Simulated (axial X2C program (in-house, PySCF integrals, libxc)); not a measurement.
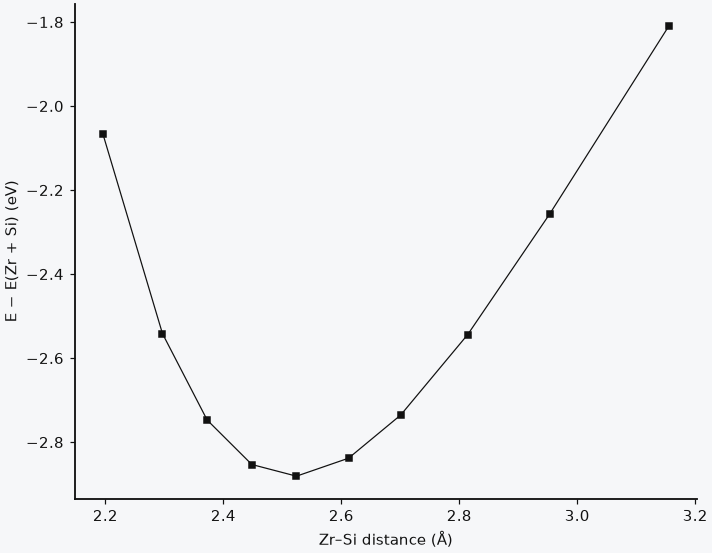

Figure 1. Energy at 10 bond lengths, for one set of occupations held fixed; the line joins the points. A polynomial of degree 6 through 9 points gives rₑ = 2.518 Å, ωₑ = 369.7 cm⁻¹, ωₑxₑ = 1.1 cm⁻¹ and Bₑ = 0.1246 cm⁻¹. The minimum lies 2.88 eV below Zr + Si, each computed as one determinant at the same level.

Relativistic diatomic calculation, with input and output: ZrSi

- system: ZrSi, single determinant with M_S = 2 and |Λ| = 2.
- method: PBE0, spin-free X2C-1e, Zr dyall-v3z, Si dyall-v3z (cores contracted) (axial X2C program (in-house, PySCF integrals, libxc))

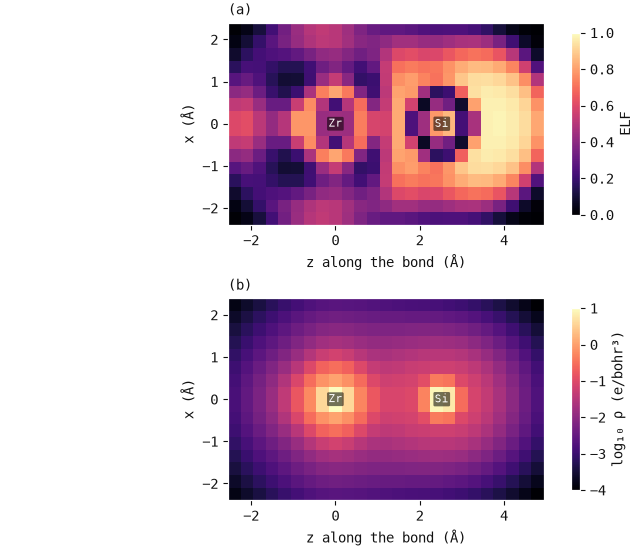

Figure 2. (a) electron localisation function; (b) electron density on a logarithmic scale, in a plane that holds the axis, at 2.52 Å, on points 0.3 Å apart (one half computed, the other mirrored); the structure near the nuclei is finer than these points.

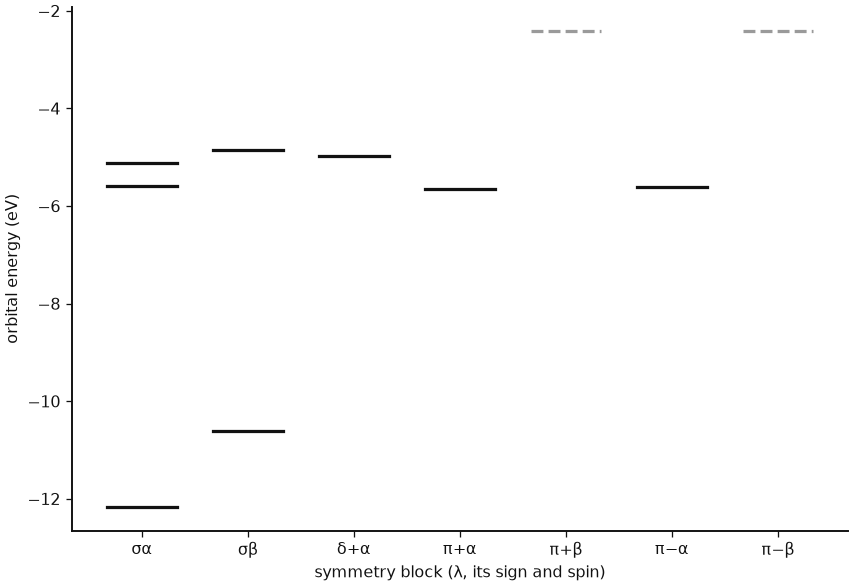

Figure 3. Orbital energies near the frontier at 2.52 Å, filled (solid) and empty (dashed); a label such as π−α means λ = −1 and α spin. The highest filled orbital (σβ; 56 % Si p, 19 % Zr s) lies at −4.86 eV, the lowest empty one (π−β; 49 % Si p, 41 % Zr d) at −2.42 eV.

Input and output of the run follow.

**Input file**
```
{"zs": [40, 14], "q": 0, "bas": ["dyall-v3z", "dyall-v3z"], "levels": ["PBE0", "HF", "B3LYP", "TPSS"], "cc": false, "r0": 2.7, "npts": 10, "nst": 2, "ntry": 6, "thr": -6.0}
```

The line is the task of a batch: nuclear charges, charge, bases, the levels to run, a first guess of the distance and further settings. This report covers PBE0 without spin-orbit coupling. The log is that of the reference distance 2.524 Å, started from orbitals converged before.

The run was one of a batch that the task file lists, launched with:
```bash
python <driver script> task.json out
```

**The program's output**
```
spin-free X2C-1e  PBE0
basis functions 184  fitting functions 1034  grid points 5083
iter        total energy     max residual
   1      -3887.932556102     1.04e-05
   2      -3887.932556119     8.19e-06
   3      -3887.932556124     4.89e-06
   4      -3887.932556128     6.60e-06
   5      -3887.932556130     2.32e-06
converged
one-electron -5604.27357018  Coulomb 1734.55914769  exact exchange -33.34833570  xc functional -102.27837089  nuclear repulsion 117.40857295
```

**The points of the curve**

```tsv
R (Å)	E (hartree)	dipole (D; origin at the first atom, positive when the second is positive)	highest filled (eV)	lowest empty (eV)
2.196	−3887.902636	−3.45	−4.73	−2.83
2.297	−3887.920085	−3.67	−4.80	−2.68
2.373	−3887.927647	−3.79	−4.83	−2.58
2.448	−3887.931536	−3.90	−4.85	−2.49
2.524	−3887.932556	−3.98	−4.86	−2.42
2.612	−3887.930983	−4.05	−4.86	−2.41
2.701	−3887.927207	−4.09	−4.87	−2.47
2.814	−3887.920168	−4.10	−4.87	−2.54
2.953	−3887.909635	−4.01	−4.87	−2.65
3.155	−3887.893203	−3.65	−4.92	−2.84
```

**Key numbers**

| quantity | value |
| --- | --- |
| outcome | converged |
| bond length rₑ | 2.518 Å |
| ωₑ | 369.7 cm⁻¹ |
| energy at the minimum | −3887.93256 hartree |
| depth below the fragments | 2.88 eV |
| largest ⟨S²⟩ along the curve | 6.08 |
| hardware | 1 CPU thread, shared host |
| wall time | 12 s |
